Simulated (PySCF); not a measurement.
```yaml
atoms:
  - { symbol: N, position_ang: [-1.3594, -1.5786, -0.1623] }
  - { symbol: N, position_ang: [-0.8134, -0.7932, 0.3737] }
  - { symbol: Si, position_ang: [0.2314, 0.9194, 1.2112] }
  - { symbol: H, position_ang: [0.3912, 0.0005, 2.4031] }
```

Geometry: B3LYP-D3(BJ)/6-311G**.

Level of theory: Gaussian-basis quantum chemistry of an isolated molecule with PySCF, energy and nuclear gradient, functional PBE0 (PySCF).

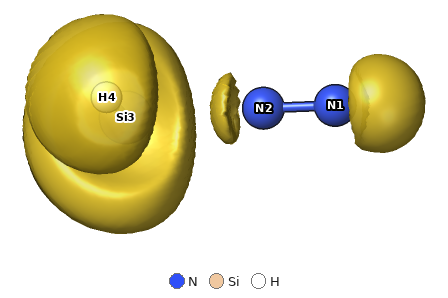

HN₂Si (charge +1). Isosurface of the electron localisation function at 0.9 (yellow), seen from one side. Core shells and regions of very low density are left out.

> Identify the bonds, lone pairs and shells in this picture.

At this value the surface marks out one region around a hydrogen nucleus, one lobe on N, pointing away from the bonds (lone pairs), one lobe on Si, pointing away from the bonds (lone pairs) and one region wrapped around N (its valence shell). Along the contacts the grid gives the following. N–N (1.10 Å): the ELF peaks at about 0.85 between the atoms (a short, multiple covalent bond). Si–H (1.51 Å): the ELF climbs to about 1 towards the hydrogen, as it does in any bond to H.
